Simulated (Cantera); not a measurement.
Input: 1 mol CaCO3, 0.62 mol CO2, equilibrated at 0.100 bar.

These are equilibrium values from Cantera (NASA tables, ideal gas, pure condensed phases), not measurements of a reactor. Candidate condensed phases: C, Ca, CaCO3, CaO; 15 gas species. Equilibrium is a limit: real reactors are often held back by kinetics, nucleation or transport.

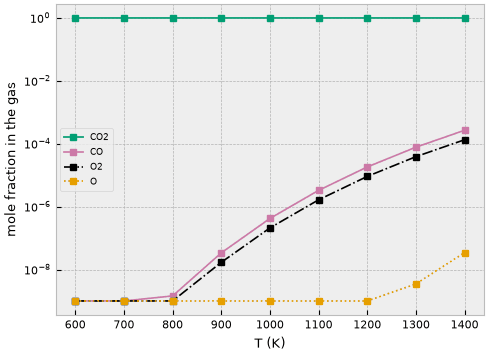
Figure: Equilibrium gas composition (values under 1e-9 drawn at 1e-9)

From 600 K to 1000 K the condensed part is CaCO3(calcite). From 1100 K to 1400 K the condensed part is CaO(s).
